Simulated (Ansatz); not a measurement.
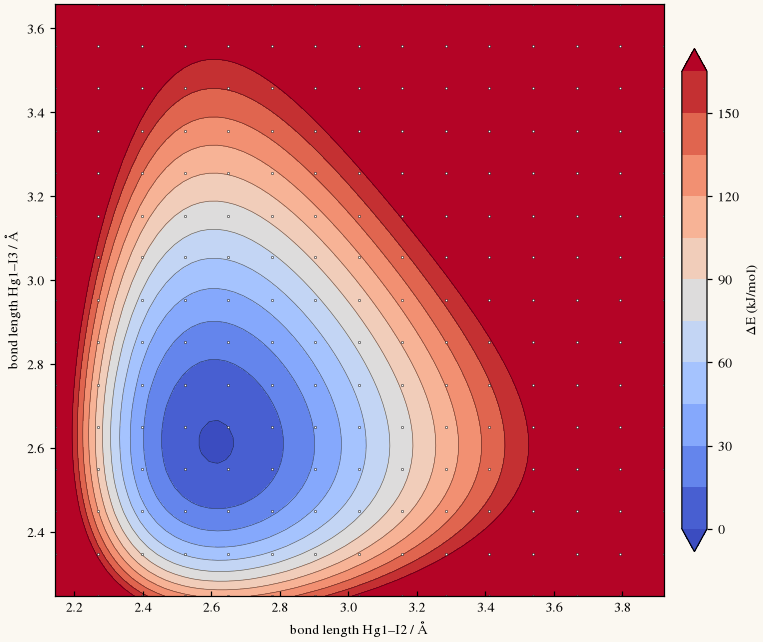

HgI2. The first coordinate is: bond length Hg1–I2; the second: bond length Hg1–I3. Nothing is relaxed (all other coordinates rigid). The scan uses a 15 × 15 grid. Points are written as (first, second). Energies: kJ/mol, counted from the lowest grid point. The reference is spin-restricted, which grows unreliable where a bond is stretched far. Level of theory: RHF/def2-TZVP in Ansatz 0.2.0.

The picture shows filled contours, dots at the grid points, one colour for all values above the top of the scale. Between grid points the surface is interpolated.

Where is the minimum, and how stiff is the well along each coordinate?

The interpolated minimum is at bond length Hg1–I2 ≈ 2.613 Å, bond length Hg1–I3 ≈ 2.613 Å. The curvatures there are about 11 eV/Å² and 11 eV/Å², with a cross term of about 0.3 eV/Å². Round the minimum the contours are nearly round: the two directions are equally stiff and uncoupled. (1 eV is 96.5 kJ/mol.)
